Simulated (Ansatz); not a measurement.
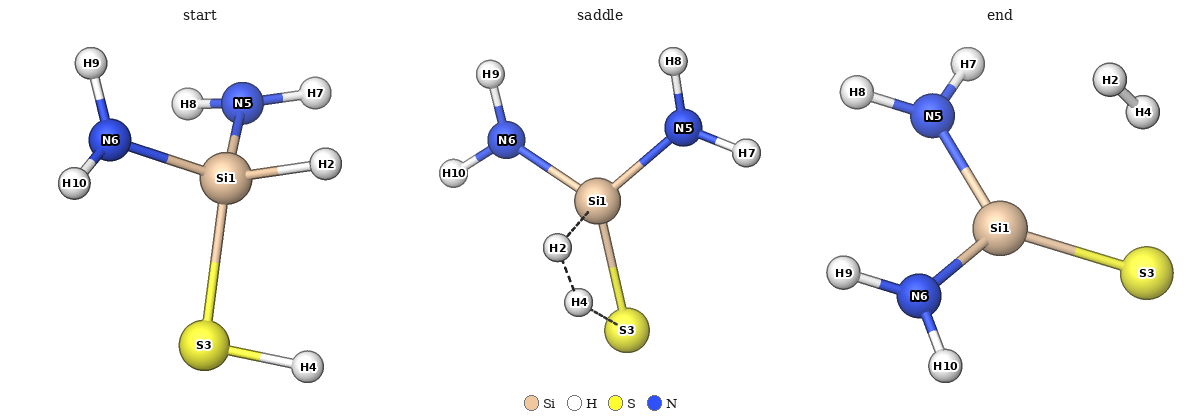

One elementary step of SiN₂H₆S: start, first-order saddle point (changing pairs dashed) and end. Electronic energies at PBE0-D4/def2-TZVP geometries, energies in def2-TZVPP, the Ansatz code 0.2.0; cores frozen in correlated methods, no zero-point terms. Start and end are the structures at the ends of the path (complexes, where there are several molecules). The limit is the MP2 basis limit plus CCSD(T) less MP2 in triple zeta. Lines between the levels only guide the eye.

> Which bonds change in the step?

H2–H4 (2.73 → 1.02 → 0.75 Å) forms; Si1–H2 (1.49 → 1.71 → 3.43 Å) and S3–H4 (1.34 → 1.75 → 3.30 Å) break (lengths at start, saddle and end; changes of bond order aren't listed). The imaginary mode at the saddle is 1172.2i cm⁻¹ (PBE0-D4).

> What are the heights of saddle and end over the start, in kcal/mol? Levels: RPA on PBE and CCSD(T) at the basis limit.

| level | barrier | reverse barrier | step energy |
| --- | --- | --- | --- |
| RPA on PBE | 45.8 | 27.9 | 17.9 |
| CCSD(T) at the basis limit | 44.0 | 26.4 | 17.5 |

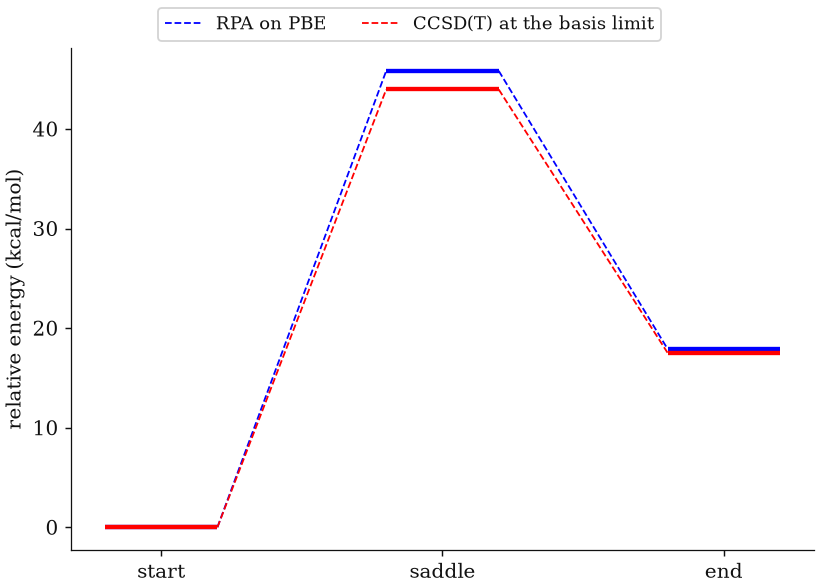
